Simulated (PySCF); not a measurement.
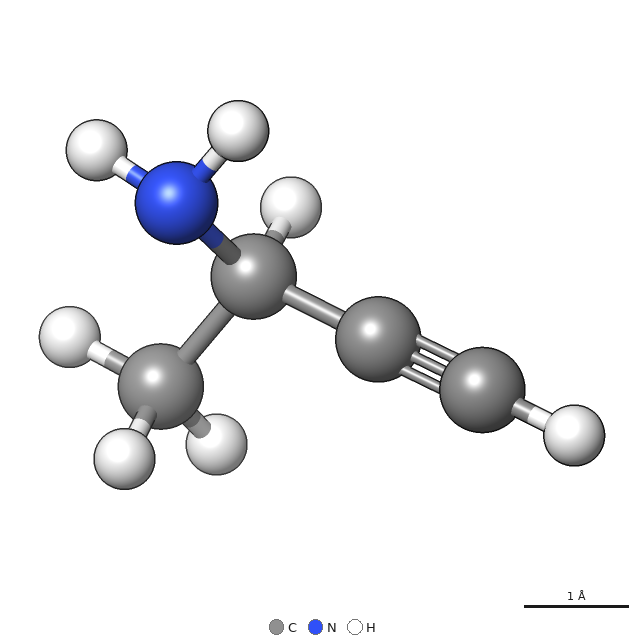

The picture shows a molecular structure as a ball-and-stick model. Multiple sticks mark multiple bonds (one Kekulé form).

The geometry was computed by an optimisation with PBE0-D3(BJ)/def2-SVP. No frequency run is at hand to confirm it as a minimum.

**Count the atoms of each element.**

C4H7N, 12 atoms: 4 carbon, 7 hydrogen and 1 nitrogen.

**Does it have rings?**

It has no ring.

**Write the SMILES.**

C#C[C@@H](C)N

**Give the symmetry (Schoenflies symbol).**

C1.

The parts below concern this one geometry. Atoms keep their numbers from picture to picture.

**NMR shielding**

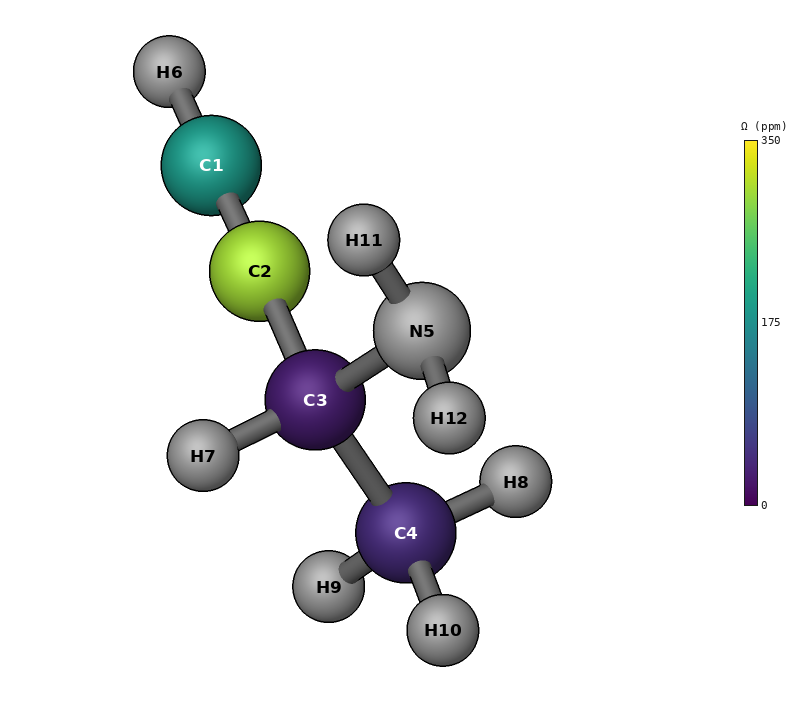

The C atoms are coloured by the span of their shielding tensor. No frequency run is at hand to confirm it as a minimum. Method: GIAO KT2/pcSseg-2 NMR shielding, non-relativistic, gas phase (PySCF 2.14.0). Principal shieldings σ11 ≤ σ22 ≤ σ33, span Ω = σ33 − σ11, skew κ = 3(σiso − σ22)/Ω.

**Which C atom has the most anisotropic shielding?**

C2, with a span of 301 ppm.

Give the shielding tensors of the C atoms.

| atom | σ11 | σ22 | σ33 | σiso | Ω | κ |
| --- | --- | --- | --- | --- | --- | --- |
| C1 | 50.2 | 53.6 | 241.5 | 115.1 | 191.2 | 0.97 |
| C2 | −6.0 | −0.5 | 295.4 | 96.3 | 301.3 | 0.96 |
| C3 | 125.1 | 130.9 | 154.8 | 136.9 | 29.7 | 0.61 |
| C4 | 137.6 | 147.6 | 182.6 | 155.9 | 45.0 | 0.56 |

Shieldings and span in ppm.

**Dipole moment**

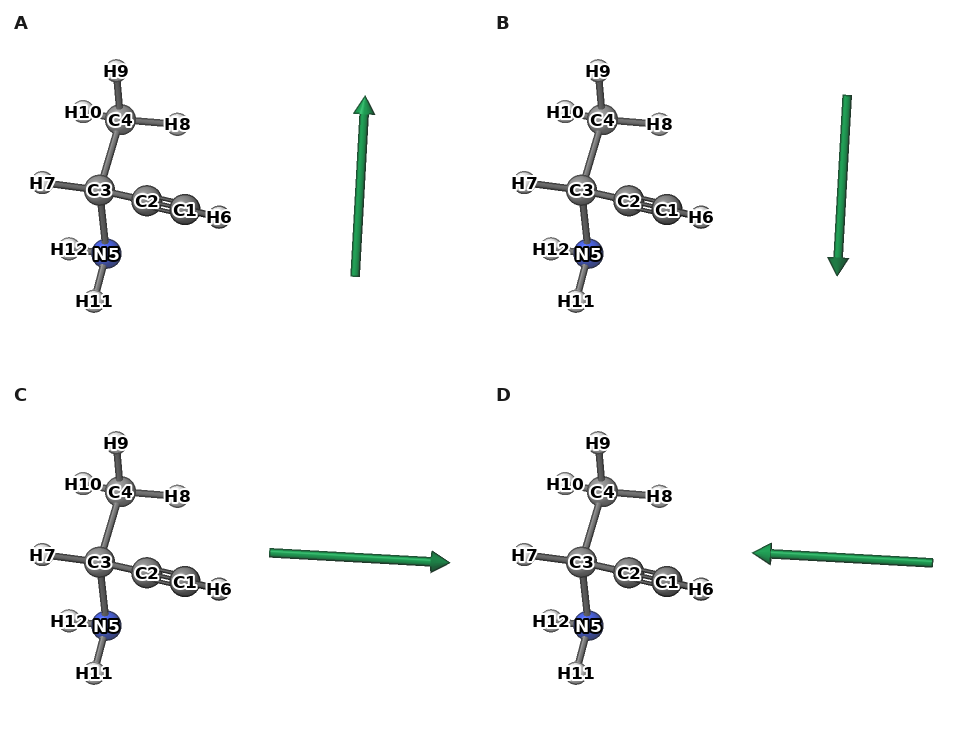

The same molecule four times, each with an arrow. No frequency run is at hand to confirm it as a minimum. Method: KT2/pcSseg-2, gas phase (PySCF 2.14.0).

**Which arrow points along the dipole moment, from the negative to the positive end?**

D. The dipole moment is 1.44 D; it points from the side of H6 to the side of H7 (the outermost atoms at the two ends).

**Quadrupole coupling**

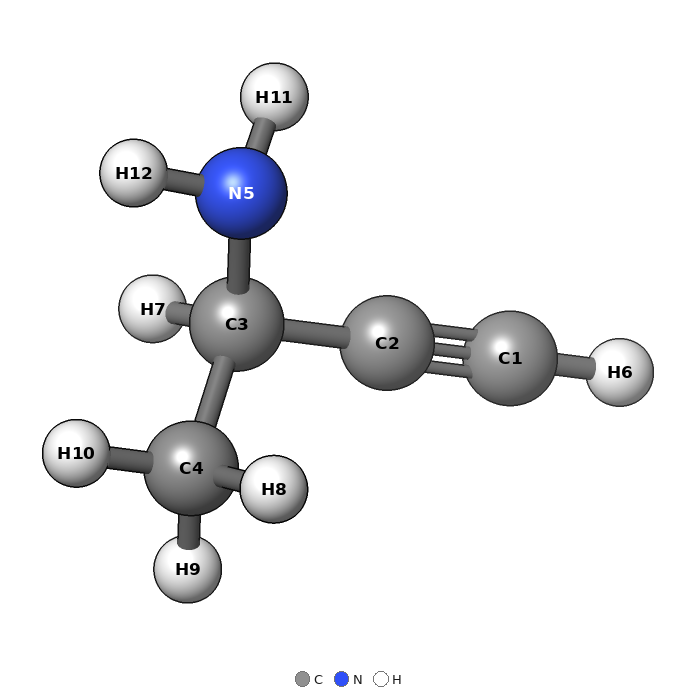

No frequency run is at hand to confirm it as a minimum. Electric field gradients from the ground-state density, PBE0/pcSseg-1 (PySCF 2.14.0), non-relativistic apart from any core potentials.

Give the largest field-gradient component, the quadrupole coupling constant and the asymmetry for 14N at N5 (Q = 20.44 mb).

| atom | V_zz (a.u.) | e²qQ/h (MHz) | η |
| --- | --- | --- | --- |
| N5 | −1.156 | −5.55 | 0.19 |

**Charges**

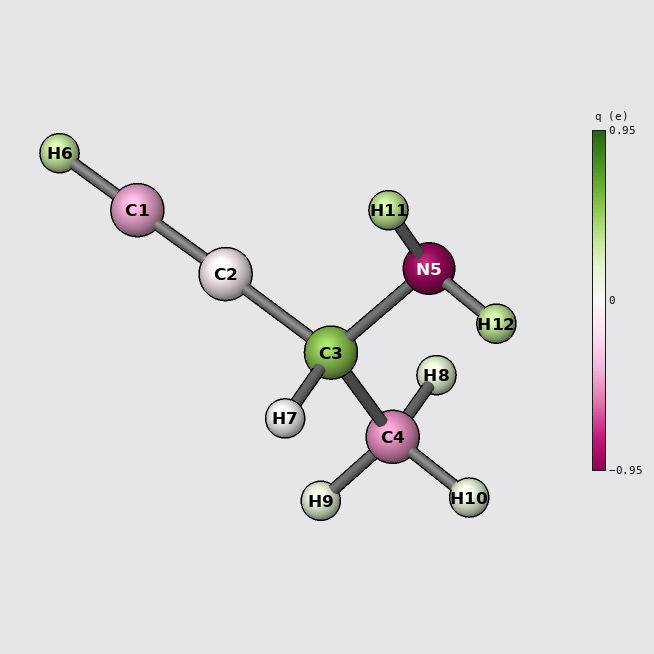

Atoms are coloured by their ESP-fitted charges. No frequency run is at hand to confirm it as a minimum. Method: PBE0/pcSseg-1, gas phase (PySCF 2.14.0).

**Which atom carries the highest charge (most positive or least negative)?**

C3 (0.52 e).

**And the lowest?**

N5 (−0.90 e).

List the ESP-fitted charges.

| atom | value (e) |
| --- | --- |
| C1 | −0.42 |
| C2 | −0.08 |
| C3 | 0.52 |
| C4 | −0.49 |
| N5 | −0.90 |
| H6 | 0.31 |
| H7 | −0.03 |
| H8 | 0.16 |
| H9 | 0.13 |
| H10 | 0.13 |
| H11 | 0.34 |
| H12 | 0.34 |
